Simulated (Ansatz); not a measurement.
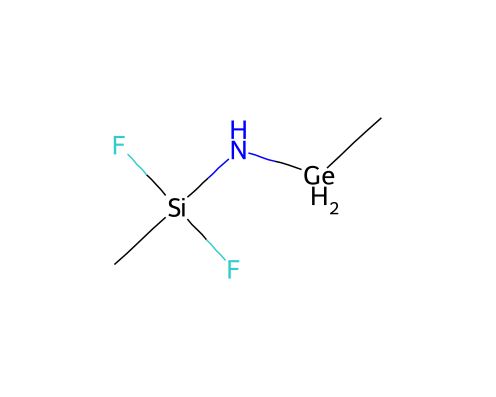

The picture comes from a calculation with Ansatz.

Skeletal drawing of a molecule.

Q: Transcribe the drawing into SMILES.

A: [CH3][GeH2][NH][Si](C)(F)F

Q: Give the formula, hydrogens included.

A: C2H9F2GeNSi.

Q: An optimisation with PBE0-D4/def2-TZVP gave a structure of which point group?

A: C1. Other conformers may differ.
